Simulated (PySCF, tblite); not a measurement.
**C6H4BF2S radical: geometry, infrared bands and EPR parameters**

Wanted: the infrared bands and EPR parameters of C6H4BF2S radical (`FB(F)C#C[C]1CC=CS1`), by calculation.

The runs use tblite 0.8.0 and PySCF 2.14.0, with density-fitted response routines of our own; the level of theory stands in each step. All values are computed, except where a source is named. Atoms count from 0, in the outputs and in this text.

## (1) The molecule as given

14 atoms, charge 0, multiplicity 2; geometry from: force field or distance geometry start.

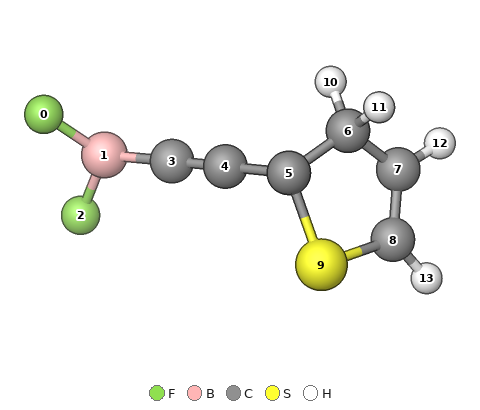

The starting geometry (fluorine green, boron pink, carbon grey, sulfur yellow, hydrogen white), atoms numbered; sticks join atoms by distance.

## (2) Relaxing the molecule with GFN2-xTB

What the job is given:

```
{"job": {"kind": "relax", "xc": "GFN2-xTB", "basis": "xTB"}, "charge": 0, "multiplicity": 2}
F      4.533800    -0.733100     0.337300
B      3.507900     0.164200    -0.246900
F      4.011900     1.500800    -0.485400
C      2.067800    -0.055600     0.275900
C      0.928300    -0.222600     0.700600
C     -0.427600    -0.419500     1.200400
C     -1.280600    -0.986300     0.166400
C     -2.063800    -0.040600    -0.580900
C     -2.113800     1.166600    -0.073500
S     -1.149500     1.233500     1.454200
H     -0.736900    -1.635900    -0.580000
H     -2.006700    -1.706900     0.668300
H     -2.610100    -0.290100    -1.514800
H     -2.661400     2.025200    -0.503700
```

Launch:

```sh
OMP_NUM_THREADS=1 python probes_run.py task.json out
```

One launch serves the whole session: the jobs run in the order shown.

Log:

```text
step      E/eV     max force
  0    -781.75716    4.368
  1    -782.60691    2.530
  2    -782.98834    3.778
  3    -783.19801    2.774
  4    -783.31502    1.143
  5    -783.37582    0.683
  6    -783.40997    0.580
  7    -783.43306    0.576
  8    -783.46056    0.561
  9    -783.48511    0.574
 10    -783.51192    0.627
 11    -783.53474    0.397
 12    -783.55615    0.389
 13    -783.57704    0.402
 14    -783.60585    0.445
 15    -783.63649    0.459
 16    -783.65939    0.514
 17    -783.68097    0.341
 18    -783.69392    0.614
 19    -783.70400    0.265
 20    -783.71573    0.486
 21    -783.72767    0.557
 22    -783.74038    0.404
 23    -783.75733    0.349
 24    -783.77917    0.485
 25    -783.80748    0.452
 26    -783.83948    0.445
 27    -783.86802    0.708
 28    -783.88488    0.945
 29    -783.90114    0.633
 30    -783.91597    0.560
 31    -783.92838    0.331
 32    -783.94071    0.266
 33    -783.95535    0.328
 34    -783.96559    0.352
 35    -783.98107    0.350
 36    -783.99476    0.288
 37    -784.00717    0.297
 38    -784.01831    0.402
 39    -784.03041    0.356
 40    -784.03974    0.419
 41    -784.05193    0.272
 42    -784.06262    0.244
 43    -784.07305    0.216
 44    -784.08278    0.257
 45    -784.09227    0.244
 46    -784.09941    0.224
 47    -784.10792    0.289
 48    -784.11628    0.251
 49    -784.12368    0.279
 50    -784.13046    0.203
 51    -784.13627    0.196
 52    -784.14048    0.212
 53    -784.14521    0.202
 54    -784.14724    0.105
 55    -784.14822    0.090
 56    -784.14896    0.085
 57    -784.14970    0.069
 58    -784.15041    0.095
 59    -784.15123    0.081
 60    -784.15227    0.106
 61    -784.15343    0.090
 62    -784.15443    0.088
 63    -784.15519    0.065
 64    -784.15578    0.062
 65    -784.15649    0.076
 66    -784.15711    0.066
 67    -784.15756    0.066
 68    -784.15792    0.058
 69    -784.15828    0.062
 70    -784.15862    0.055
 71    -784.15884    0.032
 72    -784.15895    0.030
 73    -784.15905    0.028
 74    -784.15918    0.030
 75    -784.15932    0.027
 76    -784.15944    0.027
 77    -784.15955    0.026
 78    -784.15970    0.038
 79    -784.15995    0.049
 80    -784.16034    0.065
 81    -784.16083    0.086
 82    -784.16128    0.085
 83    -784.16159    0.056
 84    -784.16182    0.034
 85    -784.16207    0.040
 86    -784.16232    0.041
 87    -784.16253    0.042
 88    -784.16265    0.024
 89    -784.16271    0.016
 90    -784.16274    0.015
 91    -784.16275    0.014
 92    -784.16276    0.010
```

Wall time 0.69 s (1 thread of Arm Neoverse V1, shared host).

Step by step: (not every step is listed)

```
step  energy from step 0 (eV)  largest force (eV/Å)
   0                   0.0000                4.3681
   1                  -0.8497                2.5303
   2                  -1.2312                3.7776
   3                  -1.4408                2.7736
   4                  -1.5579                1.1428
   5                  -1.6187                0.6833
   6                  -1.6528                0.5803
   7                  -1.6759                0.5764
   8                  -1.7034                0.5606
  15                  -1.8793                0.4589
  22                  -1.9832                0.4037
  29                  -2.1440                0.6326
  36                  -2.2376                0.2884
  43                  -2.3159                0.2161
  50                  -2.3733                0.2030
  57                  -2.3925                0.0691
  64                  -2.3986                0.0621
  71                  -2.4017                0.0318
  78                  -2.4025                0.0382
  85                  -2.4049                0.0395
  87                  -2.4054                0.0416
  88                  -2.4055                0.0241
  89                  -2.4055                0.0156
  90                  -2.4056                0.0152
  91                  -2.4056                0.0142
  92                  -2.4056                0.0098
```

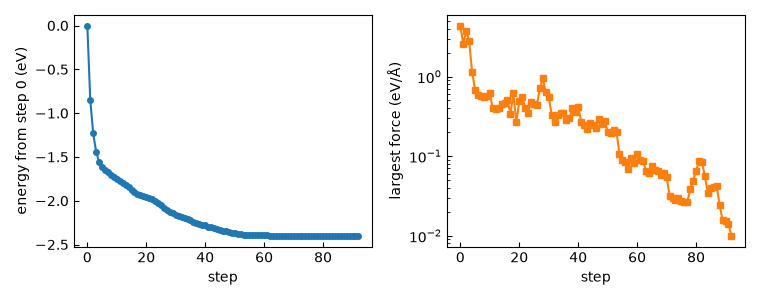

Energy and largest force along the relaxation.

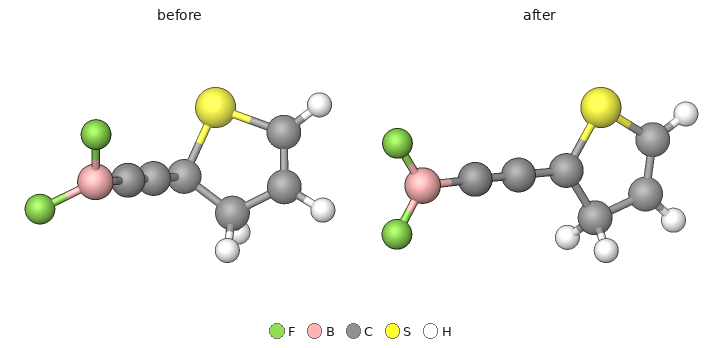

Before and after, at one scale.

Close pairs (by a distance rule), those that changed most:

```
  bond  before (Å)  after (Å)  change (Å)
 F0–B1       1.483      1.330      -0.153
 B1–F2       1.448      1.328      -0.120
 C4–C5       1.458      1.353      -0.105
 C5–S9       1.822      1.738      -0.083
 B1–C3       1.548      1.489      -0.058
 C8–S9       1.808      1.751      -0.057
 C6–C7       1.437      1.489      +0.052
C6–H11       1.139      1.097      -0.042
```

The final coordinates are the input of the step that follows.

## (3) Harmonic vibrations with GFN2-xTB

What the job is given:

```
{"job": {"kind": "ir", "xc": "GFN2-xTB", "basis": "xTB"}, "charge": 0, "multiplicity": 2}
F      4.435913    -1.225412     0.256823
B      3.820475    -0.060115     0.433742
F      4.634643     0.947942     0.723814
C      2.343919     0.093814     0.315302
C      1.124199     0.199970     0.213155
C     -0.219928     0.311187     0.100433
C     -1.149454    -0.815958    -0.225124
C     -2.524655    -0.245371    -0.249846
C     -2.600313     1.055143     0.009661
S     -1.056561     1.817829     0.327476
H     -0.888628    -1.268418    -1.189940
H     -1.065547    -1.615558     0.521605
H     -3.376443    -0.866960    -0.464644
H     -3.478297     1.671433     0.045453
```

Log:

```text
mode    cm-1     km/mol
  1      51.0      0.41
  2      52.0      0.22
  3      61.1      0.10
  4     132.2      0.14
  5     135.2      0.01
  6     271.1      6.46
  7     273.7      5.30
  8     374.9      2.36
  9     407.3      0.42
 10     433.9      5.05
 11     451.9      1.73
 12     457.8     12.79
 13     498.8    100.14
 14     605.6     10.90
 15     679.2      0.70
 16     718.5     24.00
 17     769.5     24.32
 18     793.2     10.55
 19     839.6      0.28
 20     894.5      0.05
 21    1000.9     15.67
 22    1056.9      8.52
 23    1077.0      0.29
 24    1106.9     12.29
 25    1193.7    542.64
 26    1217.0    378.43
 27    1234.0     99.38
 28    1270.7    140.29
 29    1413.1     19.10
 30    1449.0    394.34
 31    1621.2      4.04
 32    2169.0    336.48
 33    2882.5      6.72
 34    2922.3     11.08
 35    3118.5      8.04
 36    3151.7      5.69
```

Run time: 0.52 s. Hardware: 1 thread of Arm Neoverse V1, shared host.

The strongest bands and the atoms that carry them (share of the mass-weighted mode):

```
cm⁻¹  km/mol                                 atoms
 499   100.1                      B1 78 %, C3 13 %
 770    24.3    C5 19 %, F2 18 %, F0 17 %, C4 16 %
1194   542.6                      B1 34 %, C5 20 %
1217   378.4             B1 72 %, F2 15 %, F0 12 %
1234    99.4  H12 31 %, H13 17 %, C8 14 %, C7 13 %
1271   140.3  C6 37 %, H10 16 %, H11 16 %, C7 11 %
1449   394.3    C5 42 %, C3 19 %, B1 19 %, C4 12 %
2169   336.5                      C4 52 %, C3 46 %
```

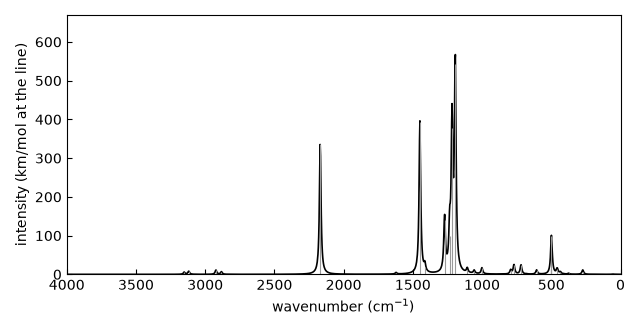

The infrared spectrum from these modes, unscaled. Lines are broadened to a width of 14 cm⁻¹ (Lorentzian).

## (4) g tensor and hyperfine couplings: B3LYP/pcH-1

Settings changed since step 3:

```diff
@@ -1,2 +1,2 @@
-{"job": {"kind": "ir", "xc": "GFN2-xTB", "basis": "xTB"}, "charge": 0, "multiplicity": 2}
+{"job": {"kind": "epr", "basis": "pcH-1"}, "charge": 0, "multiplicity": 2}
 F      4.435913    -1.225412     0.256823
```

Method: UKS B3LYP, pcH-1 on B C F H S, non-relativistic, mean-field spin-orbit, GIAO.

Log:

```text
UKS, coarse grid
  cycle   1  E = -853.72680940  |g| = 5.50e-01
  cycle   2  E = -853.59520713  |g| = 8.20e-01
  cycle   3  E = -853.82755100  |g| = 1.37e-01
  cycle   4  E = -853.83420664  |g| = 8.79e-02
  cycle   5  E = -853.83807950  |g| = 2.18e-02
  cycle   6  E = -853.83832533  |g| = 7.65e-03
  cycle   7  E = -853.83836541  |g| = 5.06e-03
  cycle   8  E = -853.83838662  |g| = 1.77e-03
  cycle   9  E = -853.83839088  |g| = 1.05e-03
  cycle  10  E = -853.83839161  |g| = 3.91e-04
UKS, final grid
  cycle   1  E = -853.83838319  |g| = 4.61e-04
  cycle   2  E = -853.83838313  |g| = 7.04e-04
  cycle   3  E = -853.83838338  |g| = 1.13e-04
  cycle   4  E = -853.83838340  |g| = 1.16e-04
  cycle   5  E = -853.83838342  |g| = 6.02e-05
  cycle   6  E = -853.83838342  |g| = 2.12e-05
E = -853.83838342 Eh   <S^2> = 0.7616 (exact 0.7500)
g shifts (ppm)      1          2          3
  rmc          -170       -170       -170
  gc              1         37         30
  oz_so        -140       1118       7606
  total        -309        984       7466
hyperfine (MHz)  atom isotope    a_iso     a_fc   dipolar eigenvalues
    0   19F      12.85      12.72    -28.92    -24.97     53.88
    1   11B     -12.47     -12.49     -5.39     -1.90      7.28
    2   19F      12.78      12.45    -28.75    -25.05     53.80
    3   13C      16.90      16.87    -28.29    -21.33     49.61
    4   13C     -43.84     -43.84    -12.39     -2.04     14.43
    5   13C      51.16      50.86    -46.70    -45.91     92.60
    6   13C     -25.08     -25.10     -1.46     -0.12      1.58
    7   13C       6.31       6.31     -6.41     -4.60     11.01
    8   13C      -7.85      -7.87     -5.69      2.63      3.06
    9   33S       5.31       5.64    -22.01    -17.76     39.77
   10    1H     102.29     102.28     -3.27     -1.71      4.97
   11    1H     103.30     103.30     -3.27     -1.69      4.97
   12    1H      -6.20      -6.21     -3.30     -1.09      4.39
   13    1H       0.73       0.72     -1.58     -0.52      2.10
```

Wall time 2 min (1 thread of Arm Neoverse V1, shared host); peak memory 1.1 GiB.

Principal g values 2.00201, 2.00330, 2.00979; g(iso) = 2.00503, against 2.00232 for a free electron.

Mean a(iso) over the nuclei that a row names, and the largest dipolar term of the row (other rows stand at the frozen geometry):

```
  nuclei  isotope  a(iso) (MHz)  a(iso) (G, at g = 2.0023)  largest dipolar term (MHz)
H10, H11       1H         102.8                       36.7                         5.0
      C5      13C          51.2                       18.3                        92.6
      C4      13C         -43.8                      -15.6                        14.4
      C6      13C         -25.1                       -9.0                         1.6
      C3      13C          16.9                        6.0                        49.6
  F0, F2      19F          12.8                        4.6                        53.9
      B1      11B         -12.5                       -4.5                         7.3
      C8      13C          -7.9                       -2.8                        -5.7
      C7      13C           6.3                        2.3                        11.0
     H12       1H          -6.2                       -2.2                         4.4
      S9      33S           5.3                        1.9                        39.8
     H13       1H           0.7                        0.3                         2.1
```

Mulliken spin populations:

F0 0.01; B1 0.05; F2 0.01; C3 0.37; C4 -0.15; C5 0.49; C6 -0.06; C7 0.08; C8 -0.04; S9 0.17; H10 0.04; H11 0.04; H12 0.00; H13 0.00

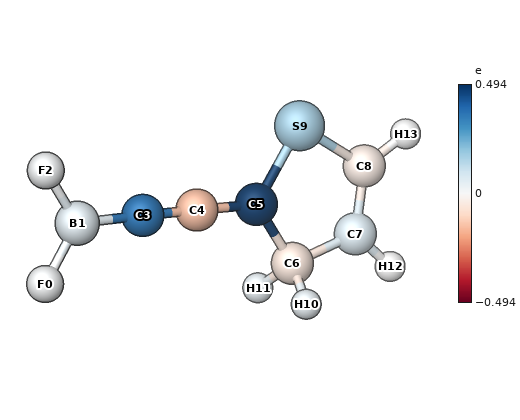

Mulliken spin populations, as colours on the atoms.

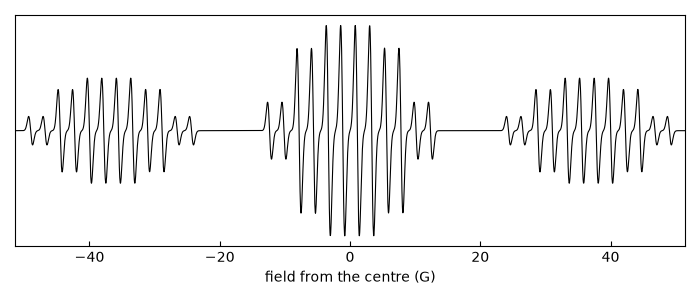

First-order isotropic spectrum (first derivative, main isotopes with spin only, couplings over 0.8 MHz, Gaussian width 0.3 G; couplings of the frozen geometry, rotation of groups not averaged beyond the rows shown).

The fields below are evaluated on a grid from the run's orbitals.

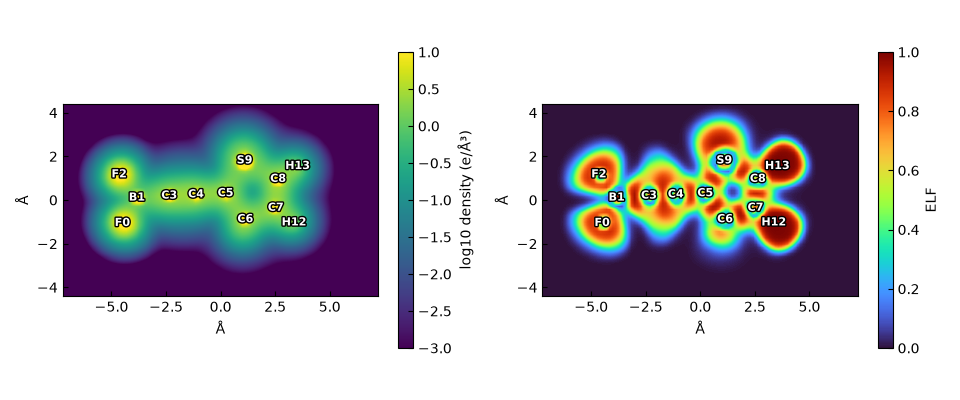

Density (left) and ELF (right) in a plane through or near 12 of the atoms.

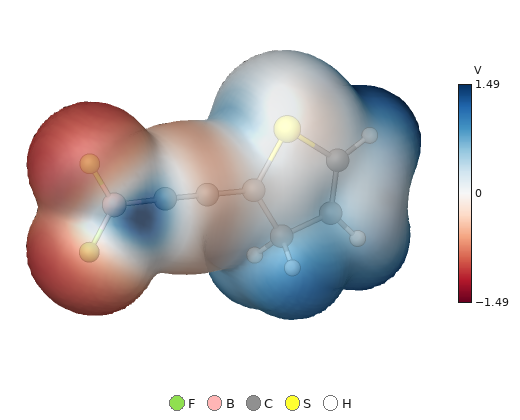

The potential that a unit positive charge feels on the 0.002 e/bohr³ surface, from -1.04 V near F2 to 1.49 V near H13.

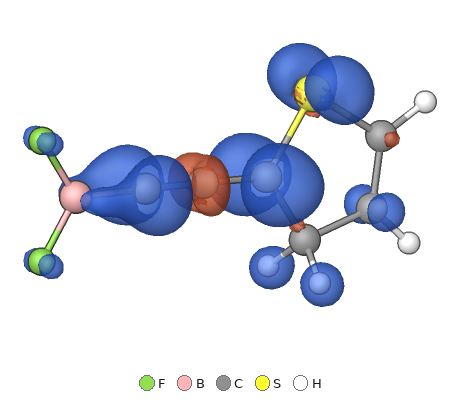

Spin density at ±0.03 e/Å³ (alpha excess blue, beta excess red).

## (5) Outcome

```
                                                                  quantity                      value
                                 strongest single infrared mode (GFN2-xTB)      1194 cm⁻¹, 543 km/mol
                                              zero-point energy (GFN2-xTB)              52.6 kcal/mol
                                                            g(iso) (B3LYP)                    2.00503
                                                                      ⟨S²⟩         0.762 (exact 0.75)
                                        largest a(iso) (averaged by class)  1H on H10, H11, 102.8 MHz
potential on the surface of density 0.002 e/bohr³, 1st and 99th percentile         -1.04 V and 1.49 V
```

Relaxing lowered the energy by 2.406 eV in 92 steps; the close pair that moved most is F0–B1, from 1.483 to 1.330 Å. All 36 modes are real, so the xTB geometry is a minimum. The strongest single mode, at 1194 cm⁻¹, is spread over many atoms; the largest shares are those of B1, C5. Unscaled tight-binding wavenumbers are off by several per cent, some by more. Its intensities can rank the bands wrongly. The largest spin populations lie on C5 (0.49 e), C3 (0.37 e). The isotropic g lies 2.7 ppt above the free-electron value. The conformer search found further structures of the same energy, which may be mirror or relabelled copies of this one.
